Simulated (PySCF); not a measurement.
AlBr (charge −1, doublet)

| atom | x (Å) | y (Å) | z (Å) |
| --- | --- | --- | --- |
| Al | 0.0000 | 0.0000 | -1.8742 |
| Br | 0.0000 | 0.0000 | 0.6408 |

These are results of PBE0/def2-TZVPPD, non-relativistic Hamiltonian with scalar-relativistic core potentials where named, at a bond length of 2.515 Å in PySCF, not measurements.

**Predict the electron density, electron localisation function and spin density between the atoms.**

Al–Br (2.51 Å): ρ at the midpoint is about 0.41 e/Å³, with its minimum of 0.28 e/Å³ about 0.9 Å from Al; the ELF peaks at about 0.80 in the valence shell of Br, 1.0 Å from its nucleus, and is about 0.75 at the midpoint.
The unpaired spin (1 electron) lies mostly on Al1 (about 0.9), in electrons by Hirshfeld's partition.

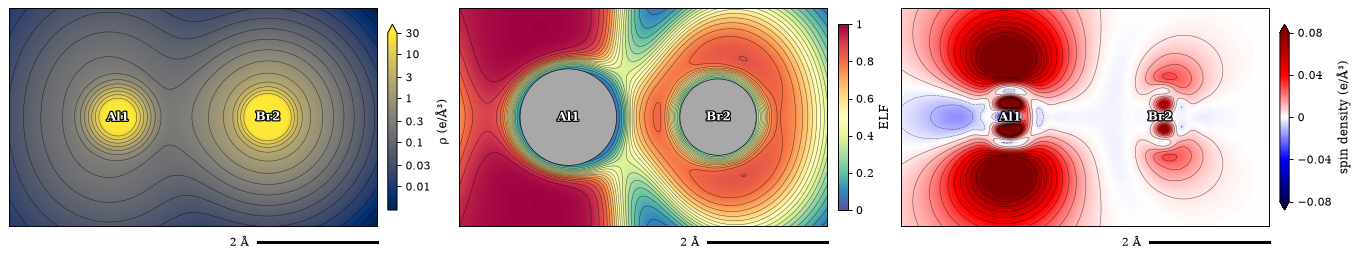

Computed electron density, electron localisation function and spin density on a plane that holds the molecular axis, in this order. Grey discs cover the atomic cores in the ELF map. 
